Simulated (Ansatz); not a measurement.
**Hypothetical I4_132 As, response to strain**

The reference is As (space group I4_132, No. 214; a = 6.901 Å; a hypothetical phase, not in the database extracts checked; relaxed with 0.1 eV smearing).

Strains are applied to the cell and any free atomic positions relax.

All numbers come from PBEsol, PAW, 420 eV (Ansatz, a first-principles code; no spin-orbit coupling).

Notes on the quantities. energy relative to the base: free energy F.

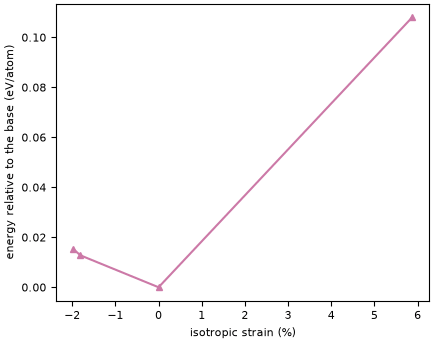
*Energy relative to the base against isotropic strain*

Task: From the plot, what is the energy relative to the base for isotropic strain +5.88 %?

Result: About 0.108 eV/atom.

Task: Is the trend monotonic over the range shown?

Result: No, it turns within the range, spanning 0 meV/atom to +108 meV/atom.

No phonon test of stability was made.
